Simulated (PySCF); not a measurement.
# AlBr3, SMILES `Br[Al](Br)Br`: electronic structure

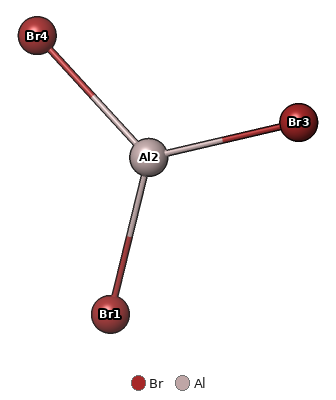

The molecule, with its atoms numbered as below. No frequency check shows the geometry to be a minimum.

Geometry (Å), atoms numbered from 1:

```
Br1      1.4839   -1.6848    0.0000
Al2     -0.0008    0.0000    0.0000
Br3      0.7173    2.1274    0.0000
Br4     -2.2009   -0.4426    0.0000
```

## 1. Bonding charge

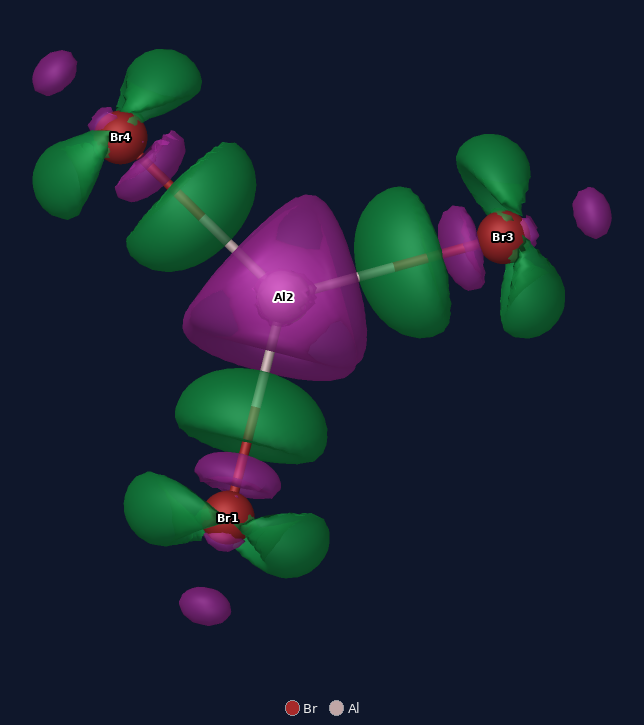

Deformation density (molecule less spherical, spin-averaged free atoms at the same positions), surfaces at ±0.04 e/Å³; green: gain, purple: loss.

Computed with PySCF, B3LYP/def2-SVPD, geometry: GFN2-xTB.

Describe the bonding that the map shows.

Answer. Al2–Br4: +0.06 e/Å³ at the bond critical point (bond length 2.24 Å). Al2–Br3 and Br1–Al2: +0.06 e/Å³ at the bond critical point (bond length 2.25 Å). In all, 0.9 electrons gather in the regions of gain relative to the promolecule. A small or negative value marks a very polar bond, one between electron-rich atoms, whose free-atom densities already overlap strongly, a long bond to a heavier atom, or a closed-shell contact such as a hydrogen bond.

Where do the Hirshfeld charges lie?

Answer. The highest Hirshfeld charge is on Al2 (+0.43 e), the lowest on Br1, Br3 and Br4 (−0.14 e).

## 2. Bond critical points

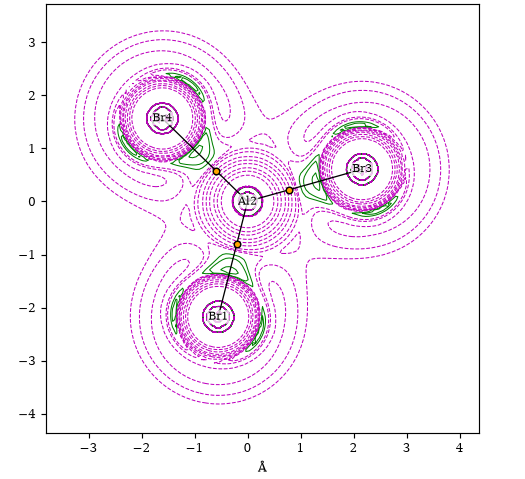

Negative Laplacian of the density (−∇²ρ) in the molecular plane (solid green lines positive, dashed magenta lines negative, contours at ±0.02 to ±8 a.u.), with bond paths and bond critical points (dots).

At which bond critical points in this plane is charge locally concentrated, and at which depleted?

Answer. At none is it concentrated. Depleted (∇²ρ > 0): Al2–Br4 (+0.23 a.u., H = −0.016); Al2–Br3 and Br1–Al2 (+0.23 a.u., H = −0.016).

Where along Al2–Br3 does the critical point lie?

Answer. 0.82 Å from Al2 and 1.42 Å from Br3.

## 3. Electrostatic potential

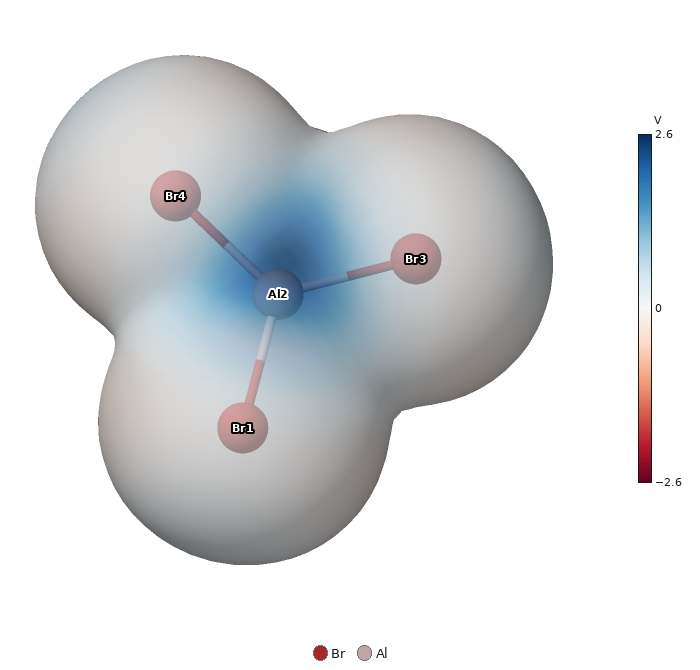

Electrostatic potential on the surface of electron density 0.001 a.u.

Where are the extremes of the potential on the surface?

Answer. Highest: 2.59 V, off the molecular plane, over Al2 (2.0 Å), and at like points elsewhere. Further maxima include 0.35 V, 2.1 Å from Br4, and at like points elsewhere. Lowest: −0.23 V, 2.3 Å from Br1, and at like points elsewhere. The surface is sampled at points, so like sites can differ by a few per cent and only the strongest of them is named.

Does Br4 carry a σ-hole?

Answer. Yes: a local maximum of +0.35 V lies on the extension of the Al2–Br4 bond.

What volume does the surface enclose, and what is the dipole moment?

Answer. About 146 Å³; the dipole moment is 0.0 D.

## 4. In an electric field

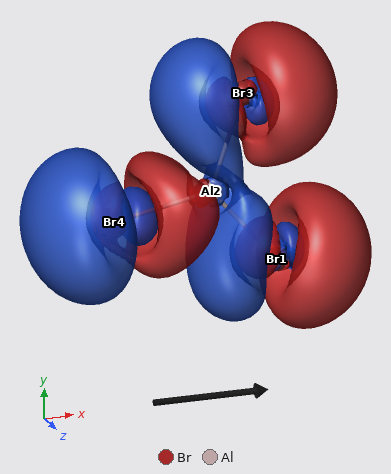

Change of the electron density in a uniform field of 0.21 V/Å along +x (arrow), surfaces at ±0.0008 e/Å³ (blue: gain, red: loss).

PySCF calculation, B3LYP/def2-SVPD, gas phase; geometry: GFN2-xTB.

How large is the response?

Answer. The induced dipole is 1.02 D (along the field); α along this axis, from the fields in both directions, is 100 bohr³ (14.9 Å³).

Which atoms gain and lose the most charge?

Answer. Electrons gather most on Br4 (Hirshfeld charge changes by −0.029 e) and leave Br1 most (+0.020 e); 0.073 electrons are displaced in all.

## 5. Removing or adding an electron

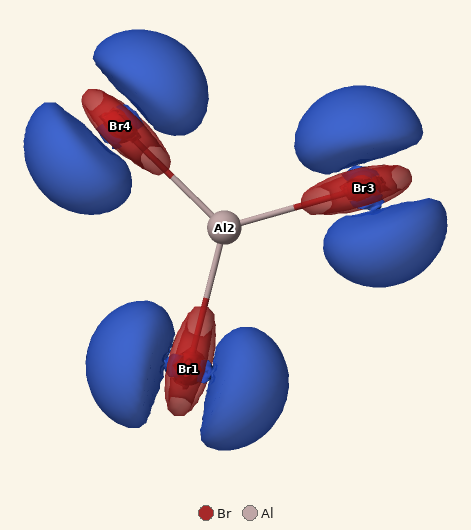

Fukui function f⁻ = ρ(N) − ρ(N−1) at fixed geometry, surfaces at ±0.015 e/Å³ (blue positive, red negative).

Level of theory: B3LYP/def2-SVPD (PySCF), at a geometry from GFN2-xTB.

Which atoms respond most to the removal of an electron?

Answer. f⁻ (Hirshfeld-condensed) is largest on Br1, Br3 and Br4 (0.30 each); the vertical ionisation energy is 10.42 eV (the stability of the cation's solution wasn't checked). Condensed values hint at sites of electrophilic attack but needn't mark the atom that reacts. Orbital relaxation makes it negative in places (0.11 e in all).

| atom | f⁻ | charge |
| --- | --- | --- |
| Br1 | +0.30 | −0.14 |
| Al2 | +0.09 | +0.43 |
| Br3 | +0.30 | −0.14 |
| Br4 | +0.30 | −0.14 |
